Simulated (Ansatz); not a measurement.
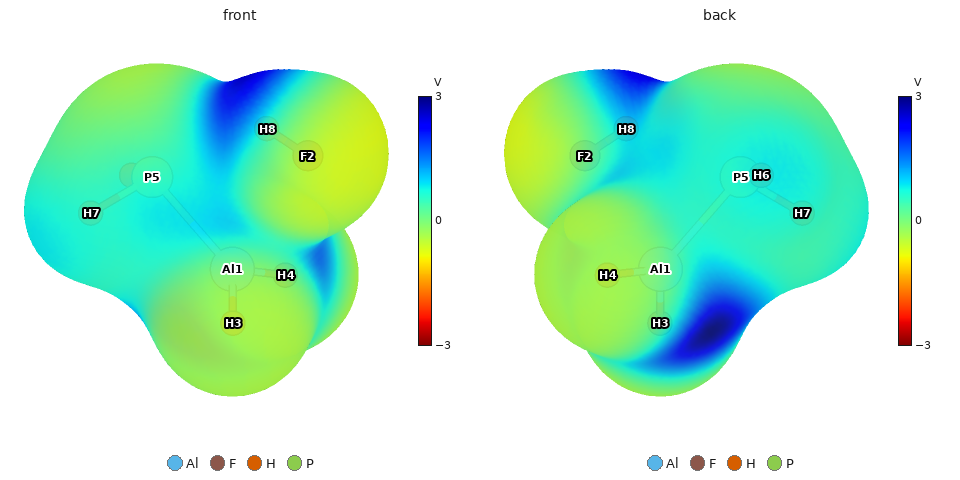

AlH4P···HF. The molecular electrostatic potential painted on the density surface at 0.002 e/bohr³, seen from the front and from behind; red is negative and blue positive.

Not at a stationary point (largest force 0.6 eV/Å).

The calculation used RKS PBE/def2-SVPD in Ansatz.

Input

```
crystal:
  periodic: [false, false, false]
  atoms:
    - { symbol: Al, position_ang: [0.0, 0.0, 0.0] }
    - { symbol: F, position_ang: [0.0, 0.0, 2.04] }
    - { symbol: H, position_ang: [1.351, 0.0, -0.78] }
    - { symbol: H, position_ang: [-1.351, 0.0, -0.78] }
    - { symbol: P, position_ang: [0.1078, -2.446, 0.8135] }
    - { symbol: H, position_ang: [-0.6605, -3.268, -0.0528] }
    - { symbol: H, position_ang: [1.4574, -2.8876, 0.8103] }
    - { symbol: H, position_ang: [0.0528, -1.198, 1.9406] }
basis:
  gaussian: { orbitals: def2-SVPD }
hamiltonian:
  xc: pbe
relax:
  f_tol: 0.15
  max_steps: 25
  restrain:
    - { distance: [0, 4], at: 2.28, k: 30.0 }
    - { distance: [7, 1], at: 0.92, k: 30.0 }
    - { distance: [0, 1], at: 2.89, k: 30.0 }
    - { distance: [7, 4], at: 2.62, k: 30.0 }
output:
  orbitals: {}
```

Command:

```sh
ansatz run input.yaml --threads 4 --pin off --max-ram 5120MiB --backend cpu --events-out ev --progress --plain --runs-dir out
```

The fields are those of the run's last geometry, not of the input's.

> Where is the surface potential most negative and most positive?

The most negative region (about −0.7 V) lies over F2, the most positive (about +2.8 V) over Al1.
